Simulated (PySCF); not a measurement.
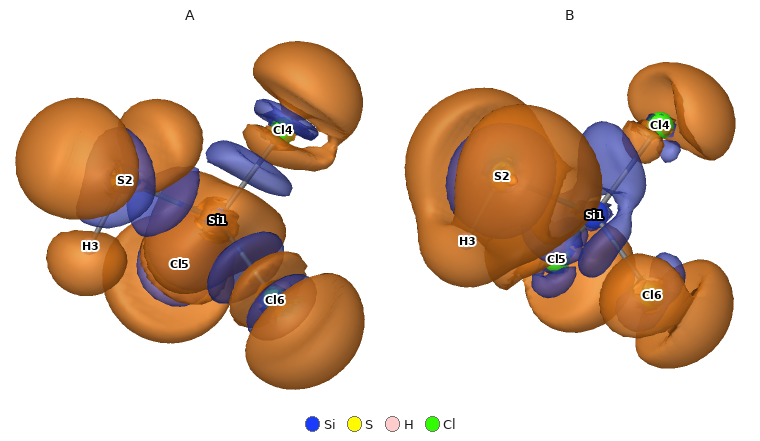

*Si(SH)Cl3 (Cl3HSSi). The two Fukui functions at ±0.01 e/Å³ (orange positive, blue negative).*

Level of theory: r2SCAN/def2-TZVP (PySCF), at a geometry from GFN2-xTB. No frequency check shows the geometry to be a minimum. GFN2-xTB bond lengths at metals and heavier atoms can be off by up to 0.1 Å and shapes distorted, which carries into these values.

Which panel is f⁻ (electron removed) and which f⁺ (electron added)?

Answer. A is f⁺, B is f⁻. f⁻ (Hirshfeld-condensed) is largest on S2 (0.47); the vertical ionisation energy is 9.97 eV (the stability of the cation's solution wasn't checked). f⁺ (Hirshfeld-condensed) is largest on S2 (0.25), Cl5 and Cl6 (0.19 each) and Si1 (0.16); the vertical electron affinity is −1.23 eV (the stability of the anion's solution wasn't checked; negative, but this basis has no diffuse functions, so it doesn't show that the anion is unbound).

What chemical potential and hardness follow from the two energies?

Answer. μ = −(I + A)/2 = −4.37 eV and η = I − A = 11.20 eV.
